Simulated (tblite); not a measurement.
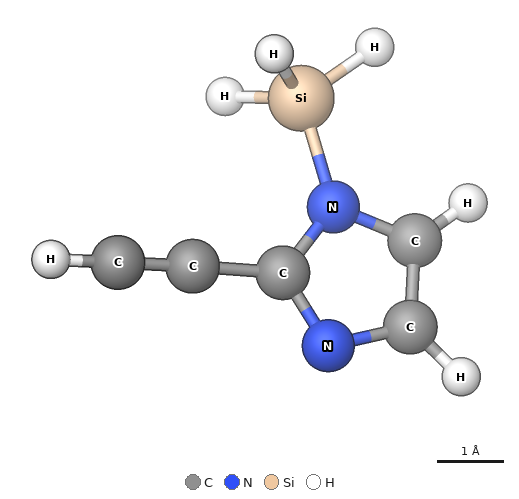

C5H6N2Si, before the relaxation. A ball-and-stick model, seen at a tilt.

The calculation used tblite 0.8.0, GFN2-xTB geometry optimisation, gas phase.

```xyz
14

C    -2.0316   -2.3009    0.3890
C    -1.0362   -1.6605    0.2278
C     0.1812   -0.9252    0.0603
N     1.3538   -1.4959   -0.0211
C     2.2631   -0.4931   -0.1787
C     1.6283    0.7300   -0.2267
N     0.3070    0.4402   -0.0719
Si   -0.9799    1.6225   -0.0328
H    -2.9215   -2.8761    0.5263
H     3.3193   -0.6986   -0.2699
H     2.0150    1.7335   -0.3466
H    -1.9534    1.3658   -1.1407
H    -0.4387    2.9917   -0.1948
H    -1.7069    1.5660    1.2578
```

Q: Where does the relaxation end?

A: The largest move after the best rigid fit is that of H9, 0.22 Å. Largest moves by element: H 0.22 Å, C 0.15 Å, Si 0.10 Å, N 0.05 Å. Near-neighbour distances that change, for instance: Si8–H12 1.497 → 1.460 Å, C2–C3 1.432 → 1.404 Å, Si8–H13 1.481 → 1.460 Å, C1–H9 1.068 → 1.049 Å. Among the angles between lasting bonds that change: N7–Si8–H13 110.7° → 104.6°, C2–C3–N7 126.7° → 121.8°, H12–Si8–H13 108.4° → 112.4°. After 40 geometry steps the energy has fallen by 0.157 eV.

The structure at the end:

```xyz
14

C    -2.0498   -2.1533    0.3772
C    -0.9982   -1.5917    0.2281
C     0.2245   -0.9238    0.0527
N     1.4023   -1.4892   -0.0196
C     2.2868   -0.4740   -0.1911
C     1.6269    0.7177   -0.2210
N     0.2922    0.4466   -0.0653
Si   -1.0558    1.5653   -0.0237
H    -2.9584   -2.6610    0.5077
H     3.3367   -0.6701   -0.2807
H     1.9797    1.7217   -0.3390
H    -1.9394    1.2162   -1.1328
H    -0.4461    2.8813   -0.1916
H    -1.7019    1.4140    1.2771
```

The end point in the same view:

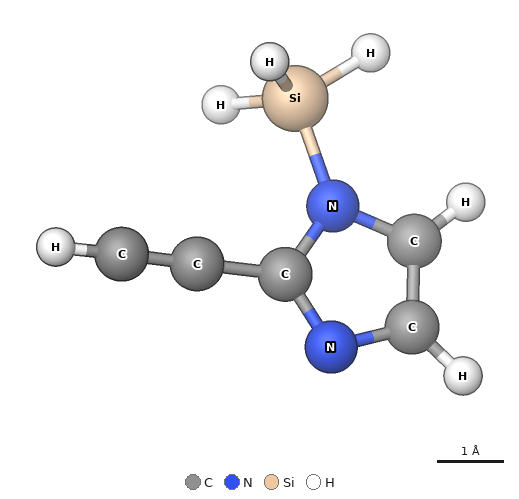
